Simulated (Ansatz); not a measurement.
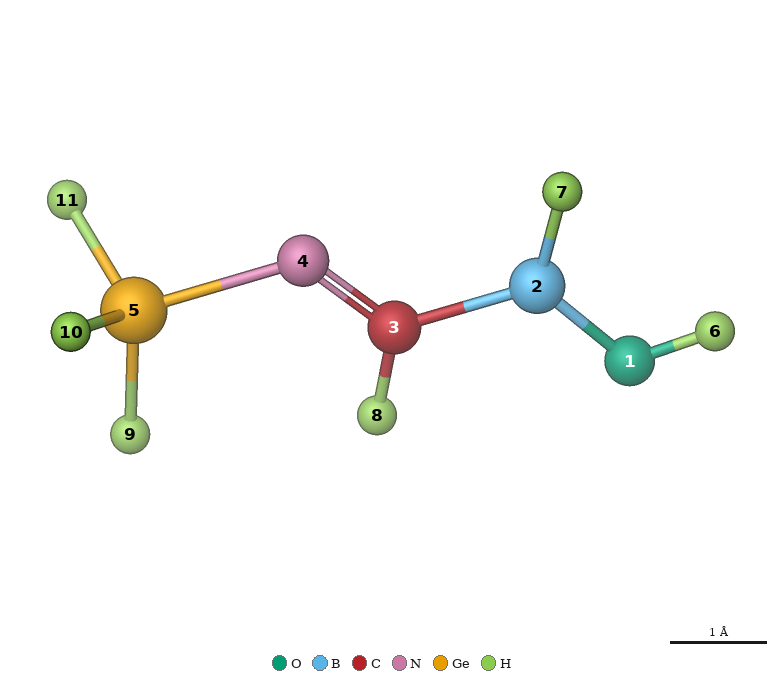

Orthographic view. Distant atoms are faded towards the background colour. Computed geometry: PBE0-D4/def2-TZVP optimisation. No frequency run is at hand to confirm it as a minimum.

Give the geometry as a Z-matrix, atoms in numerical order, with these reference atoms: 2 to 1; 3 to 2, 1; 4 to 3, 2, 1; 5 to 4, 3, 2; 6 to 1, 2, 3; 7 to 2, 1, 6; 8 to 3, 4, 5; 9 to 5, 4, 3; 10 to 5, 9, 8; 11 to 5, 10, 9.

```
O  
B    1   1.351
C    2   1.575   1   116.9
N    3   1.272   2   119.7   1   179.9
Ge   4   1.866   3   119.7   2   180.0
H    1   0.960   2   113.6   3   180.0
H    2   1.199   1   121.8   6     0.0
H    3   1.108   4   122.1   5     0.0
H    5   1.546   4   110.2   3    -0.1
H    5   1.535   9   110.9   8  -118.8
H    5   1.535  10   109.9   9   122.9
```
